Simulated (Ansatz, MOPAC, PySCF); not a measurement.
Breaking a bond: SMILES [BeH2]. The Be1–H3 bond (Be1 also carries H; H3 carries nothing else) is pulled apart rigidly from the PBE0/def2-TZVP optimised geometry.

```
3

Be     0.0000     0.0000     0.0000
H      0.0000    -0.0001    -1.3387
H      0.0000     0.0000     1.3387
```

Methods: RHF/3-21G = restricted Hartree-Fock/3-21G (PySCF); UKS-LDA (SVWN5)/6-31G* = unrestricted LDA (SVWN5)/6-31G*, spherical d run with PySCF; RCCSD = CCSD on RHF/cc-pVTZ, frozen core in Ansatz (a program for electronic structure); AM1, restricted, heats of formation (MOPAC).

Energies are in kcal/mol, each relative to the lowest point of its own curve near equilibrium.

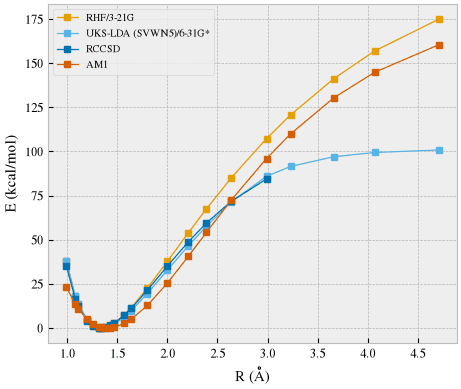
Energy against bond length for each method.

```json
[
 {"R / Å": "0.99", "RHF/3-21G": "38.2", "UKS-LDA (SVWN5)/6-31G*": "37.8", "RCCSD": "35.4", "AM1": "23.3"},
 {"R / Å": "1.08", "RHF/3-21G": "18.2", "UKS-LDA (SVWN5)/6-31G*": "18.2", "RCCSD": "16.6", "AM1": "13.5"},
 {"R / Å": "1.11", "RHF/3-21G": "13.6", "UKS-LDA (SVWN5)/6-31G*": "13.7", "RCCSD": "12.3", "AM1": "10.9"},
 {"R / Å": "1.20", "RHF/3-21G": "4.4", "UKS-LDA (SVWN5)/6-31G*": "4.6", "RCCSD": "3.8", "AM1": "4.9"},
 {"R / Å": "1.26", "RHF/3-21G": "1.3", "UKS-LDA (SVWN5)/6-31G*": "1.5", "RCCSD": "1.0", "AM1": "2.3"},
 {"R / Å": "1.32", "RHF/3-21G": "0.1", "UKS-LDA (SVWN5)/6-31G*": "0.1", "RCCSD": "0.0", "AM1": "0.7"},
 {"R / Å": "1.34", "RHF/3-21G": "0.0", "UKS-LDA (SVWN5)/6-31G*": "0.0", "RCCSD": "0.0", "AM1": "0.4"},
 {"R / Å": "1.38", "RHF/3-21G": "0.3", "UKS-LDA (SVWN5)/6-31G*": "0.1", "RCCSD": "0.4", "AM1": "0.0"},
 {"R / Å": "1.43", "RHF/3-21G": "1.4", "UKS-LDA (SVWN5)/6-31G*": "1.0", "RCCSD": "1.4", "AM1": "0.0"},
 {"R / Å": "1.47", "RHF/3-21G": "2.7", "UKS-LDA (SVWN5)/6-31G*": "2.1", "RCCSD": "2.7", "AM1": "0.4"},
 {"R / Å": "1.57", "RHF/3-21G": "7.4", "UKS-LDA (SVWN5)/6-31G*": "6.1", "RCCSD": "7.2", "AM1": "2.5"},
 {"R / Å": "1.64", "RHF/3-21G": "11.5", "UKS-LDA (SVWN5)/6-31G*": "9.8", "RCCSD": "11.1", "AM1": "5.0"},
 {"R / Å": "1.80", "RHF/3-21G": "22.6", "UKS-LDA (SVWN5)/6-31G*": "19.5", "RCCSD": "21.4", "AM1": "12.7"},
 {"R / Å": "2.00", "RHF/3-21G": "37.7", "UKS-LDA (SVWN5)/6-31G*": "32.8", "RCCSD": "35.0", "AM1": "25.4"},
 {"R / Å": "2.21", "RHF/3-21G": "53.9", "UKS-LDA (SVWN5)/6-31G*": "46.6", "RCCSD": "48.8", "AM1": "40.6"},
 {"R / Å": "2.39", "RHF/3-21G": "67.5", "UKS-LDA (SVWN5)/6-31G*": "57.6", "RCCSD": "59.4", "AM1": "54.2"},
 {"R / Å": "2.64", "RHF/3-21G": "85.1", "UKS-LDA (SVWN5)/6-31G*": "71.4", "RCCSD": "71.9", "AM1": "72.6"},
 {"R / Å": "2.99", "RHF/3-21G": "107.3", "UKS-LDA (SVWN5)/6-31G*": "85.9", "RCCSD": "84.4", "AM1": "96.0"},
 {"R / Å": "3.23", "RHF/3-21G": "120.7", "UKS-LDA (SVWN5)/6-31G*": "91.5", "RCCSD": "—", "AM1": "109.9"},
 {"R / Å": "3.66", "RHF/3-21G": "141.1", "UKS-LDA (SVWN5)/6-31G*": "97.0", "RCCSD": "—", "AM1": "130.3"},
 {"R / Å": "4.07", "RHF/3-21G": "156.9", "UKS-LDA (SVWN5)/6-31G*": "99.4", "RCCSD": "—", "AM1": "144.9"},
 {"R / Å": "4.71", "RHF/3-21G": "174.9", "UKS-LDA (SVWN5)/6-31G*": "100.8", "RCCSD": "—", "AM1": "160.4"}
]
```

At the longest distance, 4.71 Å, RHF/3-21G lies highest above its minimum (174.9 kcal/mol) and UKS-LDA (SVWN5)/6-31G* lowest (100.8 kcal/mol).

Dashes: no converged value, or the column stops at the first point that the program doubted or that broke a chosen test of continuity, which isn't proof of a fault.

The restricted form behind RHF/3-21G, AM1 keeps the bonding electrons paired and can't separate into open-shell fragments. The unrestricted determinant behind UKS-LDA (SVWN5)/6-31G* is spin-contaminated at 2.99 to 4.71 Å (<S²> up to 1.0, against 0.00 for a pure singlet). The T1 diagnostic of CCSD on the restricted reference of RCCSD exceeds 0.045 at 2.99 to 4.71 Å.
